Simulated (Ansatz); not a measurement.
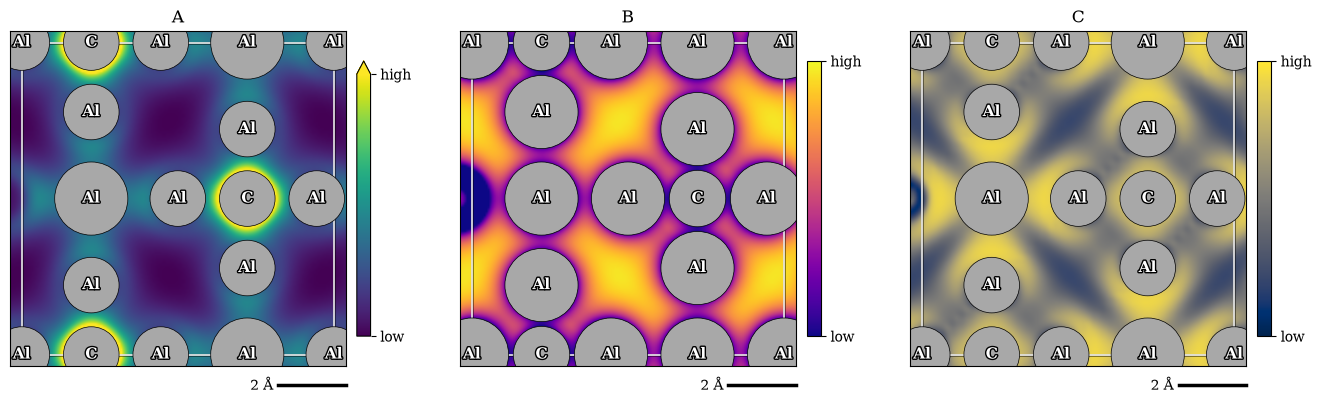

Al₇C: 3 fields on the (010) plane of the conventional cell, with unlabelled colour scales. Grey discs cover the atomic cores.

Space group Fm-3m; a structure generated by program, which may or may not match a known phase; computed without spin polarisation.

These are results of DFT PBE, scalar-relativistic, plane waves, PAW in Ansatz 0.2.0, not measurements.

> Match the panels to the quantities (electron localisation function, electrostatic potential energy of an electron and valence pseudo-density).

Panel A: valence pseudo-density. Panel B: electrostatic potential energy of an electron (low next to the atoms, rising into the space between them). Panel C: electron localisation function. From the grid: Al–C (2.06 Å): ρ at the midpoint is about 0.49 e/Å³; the ELF peaks at about 0.80 in the valence shell of C, 0.7 Å from its nucleus, and is about 0.75 at the midpoint.
